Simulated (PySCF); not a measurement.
**C$_{2}$H$_{2}$F$_{4}$NSi (SMILES F[SiH2]/N=[C]/C(F)(F)F) (doublet): density, localisation and related maps**

```yaml
atoms:
  - { symbol: F, position_ang: [2.4869, 0.8795, 1.0381] }
  - { symbol: Si, position_ang: [2.1246, -0.0994, -0.1718] }
  - { symbol: N, position_ang: [0.3989, -0.0156, -0.1818] }
  - { symbol: C, position_ang: [-0.6715, -0.5907, -0.2072] }
  - { symbol: C, position_ang: [-2.0333, 0.0266, -0.2615] }
  - { symbol: F, position_ang: [-2.7827, -0.3794, 0.7683] }
  - { symbol: F, position_ang: [-2.0428, 1.3748, -0.2356] }
  - { symbol: F, position_ang: [-2.6646, -0.3350, -1.3857] }
  - { symbol: H, position_ang: [2.6878, -1.3888, 0.1794] }
  - { symbol: H, position_ang: [2.5056, 0.5326, -1.4175] }
```

Geometry: GFN2-xTB.

The calculation used PySCF 2.14.0, density-fitted response routines, UKS B3LYP, pcH-1 on C F H N Si, non-relativistic, mean-field spin-orbit, GIAO.

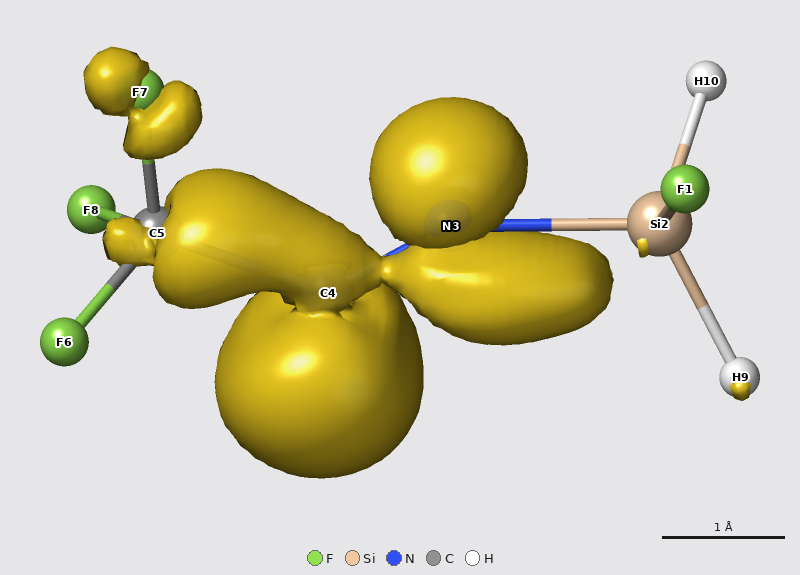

Figure 1. Isosurfaces of the spin density at +0.03 (yellow) and −0.03 e/Å³ (cyan), seen across its widest extent.

### Describe the spin distribution.

The unpaired spin (1 electron) lies mostly on C4 (about 0.5), N3 (about 0.3) and C5 (about 0.1), in electrons by Hirshfeld's partition. Only one sign reaches the isovalue.

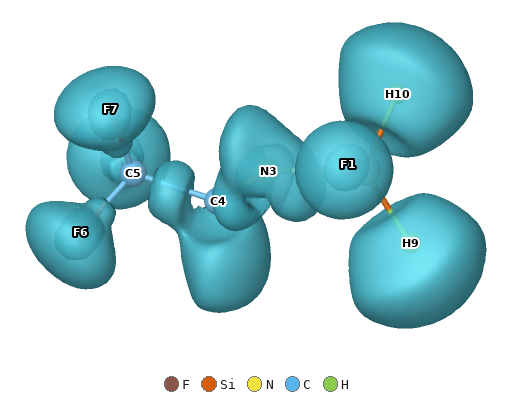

Figure 2. Isosurface of the ELF at 0.75 (cyan), seen at a tilt. Only the valence region is drawn (cores and ρ < 0.01 e/Å³ removed).

### Describe the localisation domains.

The surface consists of two regions around hydrogen nuclei, one region on C in which the atom's valence shell and bonds are merged, three regions on F in which the atom's valence shell and bonds are merged, one region on N in which the atom's valence shell and bonds are merged and one ring or bowl of non-bonding electrons around F.


C–N (1.22 Å): the ELF peaks at about 0.90 between the atoms; a short, multiple covalent bond. C–F (1.34 Å): the ELF peaks at about 0.85 between the atoms (a polar covalent bond).

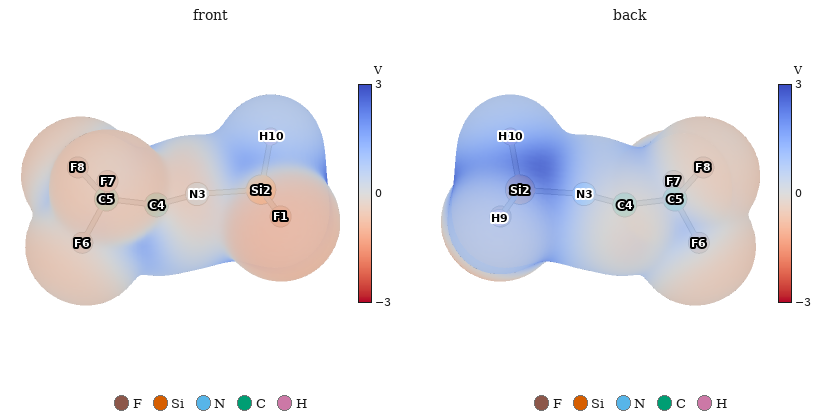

Figure 3. The electrostatic potential painted on the density surface at 0.002 e/bohr³, seen from the front and from behind; red is negative and blue positive.

### Which sites attract a positive test charge, and which a negative one?

A positive charge is drawn to the negative regions and a negative charge to the positive ones. The most negative region (about −0.9 V, or −21 kcal/mol for a unit charge) lies over F1, the most positive (about +2.5 V, or +58 kcal/mol for a unit charge) over Si2.

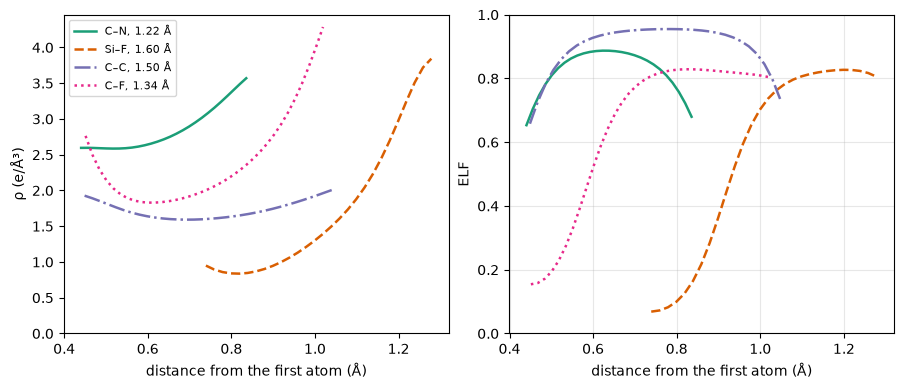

Figure 4. Electron density and electron localisation function along straight lines between neighbouring atoms. The curves leave out the atomic cores.

### Compare the contacts.

C–N (1.22 Å): ρ is about 2.7 e/Å³ halfway; the ELF peaks at about 0.90 between the atoms: a short, multiple covalent bond.
Si–F (1.60 Å): the density is about 0.84 e/Å³ at the midpoint; the ELF is about 0.10 at the midpoint.
C–C (1.50 Å): ρ is about 1.6 e/Å³ halfway; the ELF peaks at about 0.95 between the atoms: a covalent bond.
C–F (1.34 Å): the density is about 1.9 e/Å³ at the midpoint; the ELF peaks at about 0.85 between the atoms, as expected for a shared but strongly polarised pair.
